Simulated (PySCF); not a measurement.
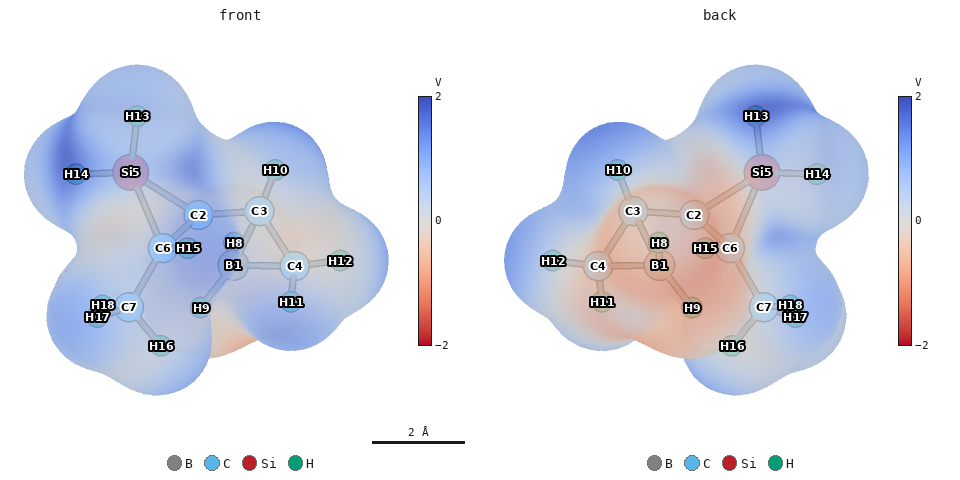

Figure 1: C₅H₁₁BSi. The electrostatic potential painted on the density surface at 0.004 e/bohr³, seen from the front and from behind; the colour scale runs from red (negative) to blue (positive).

Geometry: B3LYP-D3(BJ)/def2-SVP.

All numbers below come from PySCF 2.14.0, BP86/pcSseg-1, SCF density, gas phase, non-relativistic.

The calculation's input:

```
{"job": {"kind": "nmr", "xc": "BP86", "basis": "pcSseg-1", "pop": false}, "charge": 0, "multiplicity": 1}
B      1.330547    -1.149056    -0.076793
C      0.269792     0.516031    -0.457831
C      1.560444     0.595094     0.030477
C      1.949351    -0.213322     1.166364
Si    -0.949576     1.243180    -1.618003
C     -1.114563     0.639543     0.173589
C     -1.966168    -0.569748     0.520108
H      2.019831    -1.575774    -0.965793
H      0.363559    -1.758572     0.285910
H      2.348446     0.921886    -0.656309
H      1.287262    -0.235267     2.036400
H      3.017456    -0.243098     1.396306
H     -0.887148     2.686723    -1.956710
H     -1.532493     0.384804    -2.676191
H     -1.133220     1.413067     0.957272
H     -1.580874    -1.082003     1.418012
H     -3.005886    -0.265716     0.719181
H     -1.976758    -1.307771    -0.295989
```

Launched as:

```sh
OMP_NUM_THREADS=1 python ens_run.py task.json out
```

Question: Where is the surface potential most negative and most positive?

Answer: The most negative region (about −0.9 V) lies over H8, the most positive (about +1.7 V) over Si5.
